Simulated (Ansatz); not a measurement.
# Response to strain in TiC

Take TiC in the rock salt structure (space group Fm-3m, No. 225; relaxed with 0.1 eV smearing) as the base.

```
CELL_PARAMETERS angstrom
      0.00000     2.16392     2.16392
      2.16392     0.00000     2.16392
      2.16392     2.16392     0.00000
ATOMIC_POSITIONS crystal
  Ti 0.00000 0.00000 0.00000
  C  0.50000 0.50000 0.50000
```

Cartesian axes are those of the cell as printed.

Strains are applied to the cell and any free atomic positions relax; under biaxial strain the out-of-plane vector relaxes too.

All numbers come from r2SCAN, PAW, 500 eV (Ansatz, an electronic-structure program; no spin-orbit coupling).

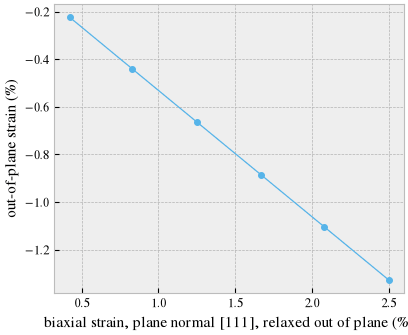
Figure: Out-of-plane strain against biaxial strain, plane normal [111], relaxed out of plane

```tsv
biaxial strain, plane normal [111], relaxed out of plane (%)	out-of-plane strain
0.42	-0.22 %
0.83	-0.44 %
1.25	-0.66 %
1.67	-0.89 %
2.08	-1.10 %
2.5	-1.33 %
```

Stability against distortions was not tested. The final runs are not spin-polarised.
